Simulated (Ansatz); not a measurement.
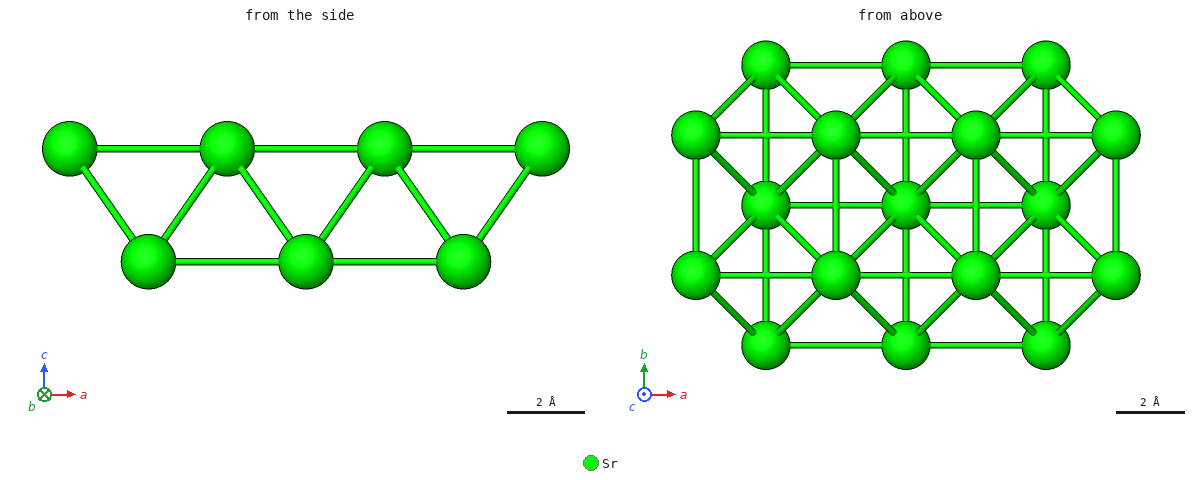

A ball-and-stick picture of a periodic sheet, seen from the side and from above. The surface normal points up in side views; the vacuum is left out. 3×2 cells are drawn in the plane, with atoms at the edges repeated.

The cell holds 2 Sr.

> What is the thickness of the slab?

About 3.0 Å from the lowest to the highest atom.

> Count the planes and say what each contains, starting at the top.

Two planes: Sr / Sr.

> Give the coordination of the atoms.

The coordination shell of Sr holds eight Sr at about 4.1 Å. The bonds build Sr layers parallel to the surface.

The structure comes from a structure type filled with this element by a generator (whether the element takes this form wasn't checked). Relaxation method: Ansatz 0.2.0, DFT PBE, scalar-relativistic, plane waves, PAW.
